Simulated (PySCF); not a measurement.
## What a change does: NMR shielding calculation on C₅H₈Si

System: C₅H₈Si, SMILES C#C[SiH]1CCC1.
Method of the first run: GIAO HF/pcSseg-1 NMR shielding, non-relativistic, gas phase (PySCF 2.14.0).

The geometry comes from this level: PBE0-D3(BJ)/def2-SVP. Text and figures count atoms from 1; the logs count them from 0 in places.

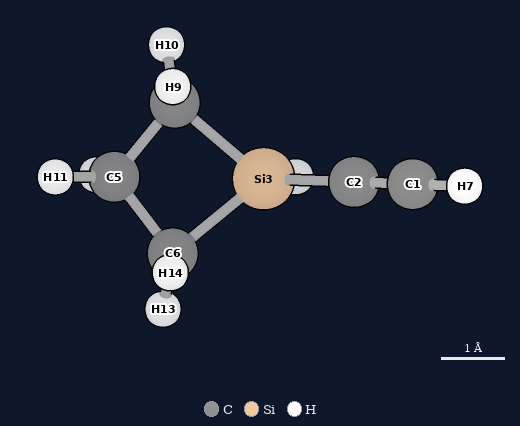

**Figure 1.** The input geometry (ball-and-stick view, seen at a tilt; atoms are numbered from 1 in the order of the input). Bond lengths as drawn: C–C 1.22 to 1.55 Å, C–H 1.08 to 1.10 Å, C–Si 1.83 to 1.89 Å and H–Si 1.49 Å.

**Input file, the first run**
```
{"job": {"kind": "nmr", "xc": "HF", "basis": "pcSseg-1", "pop": false}, "charge": 0, "multiplicity": 1}
C      3.291955     0.743588     0.351036
C      2.196565     0.419330    -0.071056
Si     0.525386    -0.061185    -0.656452
C     -0.964139     1.015070    -0.206858
C     -1.706245    -0.312012     0.112179
C     -0.507700    -1.264990     0.374120
H      4.261160     1.028655     0.720735
H      0.616237    -0.410286    -2.105432
H     -0.757561     1.588613     0.711023
H     -1.437393     1.684064    -0.938695
H     -2.432491    -0.246691     0.939292
H     -2.265295    -0.649931    -0.775838
H     -0.636904    -2.316878     0.084263
H     -0.192241    -1.228252     1.429304
```

The first line tells a small driver script what to run in PySCF; the rest is the geometry in Å.

Command:
```bash
OMP_NUM_THREADS=1 python <driver script> task.json out
```

Hardware: 1 CPU thread, shared host.

**Output (the first run)**
```
final grid: 110944 points
cycle   1  E = -482.7379804211  dE =  1.050e+00  |g| = 4.031e-01  |ddm| = 3.277e+00
cycle   2  E = -482.8002156360  dE = -6.224e-02  |g| = 1.225e-01  |ddm| = 6.558e-01
cycle   3  E = -482.8051305874  dE = -4.915e-03  |g| = 6.269e-02  |ddm| = 2.481e-01
cycle   4  E = -482.8061901978  dE = -1.060e-03  |g| = 1.379e-02  |ddm| = 6.844e-02
cycle   5  E = -482.8062410499  dE = -5.085e-05  |g| = 3.629e-03  |ddm| = 1.758e-02
cycle   6  E = -482.8062455807  dE = -4.531e-06  |g| = 9.456e-04  |ddm| = 4.481e-03
cycle   7  E = -482.8062459231  dE = -3.423e-07  |g| = 2.454e-04  |ddm| = 1.620e-03
cycle   8  E = -482.8062459528  dE = -2.970e-08  |g| = 6.278e-05  |ddm| = 5.882e-04
cycle   9  E = -482.8062459547  dE = -1.914e-09  |g| = 1.485e-05  |ddm| = 1.603e-04
cycle  10  E = -482.8062459548  dE = -1.260e-10  |g| = 5.682e-06  |ddm| = 2.542e-05
converged SCF energy = -482.8062459548

GIAO shielding tensors (ppm)
atom      isotropic    diamagn.    paramagn.     s11        s22        s33       span
  0 C       80.264     264.805    -184.541      1.021      2.578    237.195    236.174
  1 C      104.859     259.586    -154.728      3.490      7.491    303.596    300.106
  2 Si     421.743     874.906    -453.163    399.402    412.958    452.869     53.468
  3 C      178.193     254.013     -75.820    156.899    183.463    194.219     37.321
  4 C      173.350     248.214     -74.863    161.122    175.163    183.765     22.643
  5 C      178.144     254.015     -75.871    156.851    183.458    194.122     37.271
  6 H       28.782      30.968      -2.186     23.920     24.046     38.381     14.461
  7 H       27.153      27.639      -0.486     23.699     26.010     31.751      8.052
  8 H       30.540      31.764      -1.224     27.713     28.059     35.848      8.135
  9 H       30.718      30.551       0.167     26.197     27.429     38.527     12.330
 10 H       29.594      29.779      -0.185     24.601     26.715     37.467     12.865
 11 H       30.031      30.499      -0.467     26.001     27.826     36.266     10.265
 12 H       30.716      30.549       0.167     26.190     27.429     38.529     12.339
 13 H       30.542      31.777      -1.235     27.720     28.071     35.835      8.115
```

For the second run the input was changed thus:
```diff
-"xc": "HF"
+"xc": "LC-wPBE"
```

How does the second run compare with the first run?

The total energies belong to different methods, so their difference says nothing on which is more stable or more accurate. The HOMO goes from −10.52 to −10.46 eV. The LUMO goes from 3.17 to 1.90 eV. The dipole moment goes from 0.57 to 0.49 D. Of all shieldings, the largest change is that of Si3, by −32.7 ppm. The method changes from HF to LC-wPBE. The SCF takes 13 iterations against 10.

**Output (the second run)**
```
coarse grid: 12016 points
cycle   1  E = -484.4200233643  dE =  8.007e-01  |g| = 3.298e-01  |ddm| = 3.347e+00
cycle   2  E = -484.4474131667  dE = -2.739e-02  |g| = 1.780e-01  |ddm| = 5.764e-01
cycle   3  E = -484.4539639581  dE = -6.551e-03  |g| = 6.518e-02  |ddm| = 1.880e-01
cycle   4  E = -484.4548598699  dE = -8.959e-04  |g| = 3.303e-02  |ddm| = 7.839e-02
cycle   5  E = -484.4551192636  dE = -2.594e-04  |g| = 3.616e-03  |ddm| = 3.358e-02
cycle   6  E = -484.4551236685  dE = -4.405e-06  |g| = 1.480e-03  |ddm| = 7.324e-03
final grid: 110944 points
cycle   7  E = -484.5041719899  dE = -4.207e-05  |g| = 5.587e-03  |ddm| = 3.540e-02
cycle   8  E = -484.5041747662  dE = -2.776e-06  |g| = 3.959e-03  |ddm| = 7.008e-03
cycle   9  E = -484.5041780416  dE = -3.275e-06  |g| = 4.507e-04  |ddm| = 2.955e-03
cycle  10  E = -484.5041780826  dE = -4.103e-08  |g| = 2.658e-04  |ddm| = 5.643e-04
cycle  11  E = -484.5041781455  dE = -6.289e-08  |g| = 8.994e-05  |ddm| = 2.862e-04
cycle  12  E = -484.5041781478  dE = -2.332e-09  |g| = 1.566e-05  |ddm| = 1.000e-04
cycle  13  E = -484.5041781480  dE = -1.972e-10  |g| = 4.734e-06  |ddm| = 5.243e-05
converged SCF energy = -484.5041781480

GIAO shielding tensors (ppm)
atom      isotropic    diamagn.    paramagn.     s11        s22        s33       span
  0 C       77.405     261.094    -183.689     -4.995     -4.249    241.459    246.454
  1 C       96.755     259.637    -162.882     -4.667     -1.376    296.308    300.975
  2 Si     389.085     879.253    -490.167    369.043    373.347    424.867     55.824
  3 C      175.780     254.620     -78.840    153.570    181.463    192.305     38.735
  4 C      170.351     250.059     -79.708    156.604    172.551    181.897     25.293
  5 C      175.736     254.617     -78.881    153.529    181.469    192.209     38.680
  6 H       28.863      31.346      -2.482     24.038     24.213     38.340     14.302
  7 H       26.568      27.560      -0.992     23.293     25.520     30.890      7.597
  8 H       30.051      31.330      -1.279     27.342     27.647     35.166      7.824
  9 H       30.319      30.147       0.172     25.934     27.107     37.915     11.981
 10 H       29.250      29.526      -0.276     24.388     26.470     36.892     12.503
 11 H       29.566      30.314      -0.748     25.739     27.507     35.452      9.713
 12 H       30.318      30.145       0.173     25.928     27.108     37.918     11.990
 13 H       30.053      31.342      -1.290     27.348     27.657     35.153      7.806
```

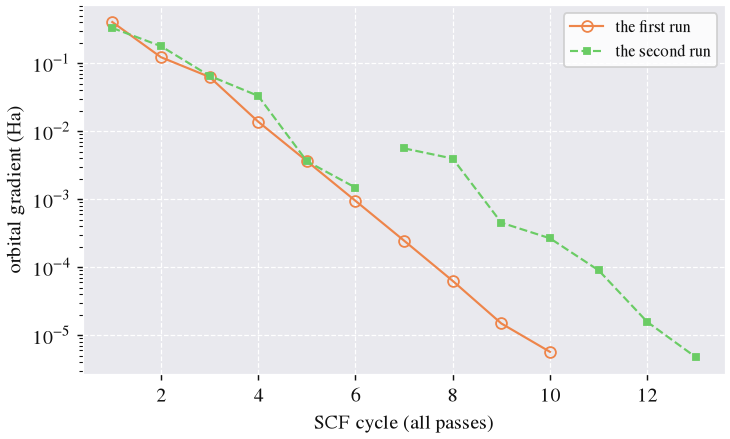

**Figure 2.** Convergence of the two runs: orbital gradient against the SCF cycle. A break in a curve parts two SCF passes (coarse and final grid). The first run takes 10 cycles in all, and the second run takes 13.

**The two runs side by side**

```csv
quantity,the first run,the second run
outcome,converged,converged
total energy (hartree),−482.806246,−484.504178
HOMO (eV),−10.52,−10.46
LUMO (eV),3.17,1.90
dipole moment (D),0.57,0.49
shielding of C1 (ppm),80.3,77.4
shielding of C2 (ppm),104.9,96.8
shielding of Si3 (ppm),421.7,389.1
shielding of C4 (ppm),178.2,175.8
shielding of C5 (ppm),173.4,170.4
shielding of C6 (ppm),178.1,175.7
shielding of H8 (ppm),27.2,26.6
SCF iterations,10,13
basis functions,149,149
wall time (shared host),13 s,40 s
```
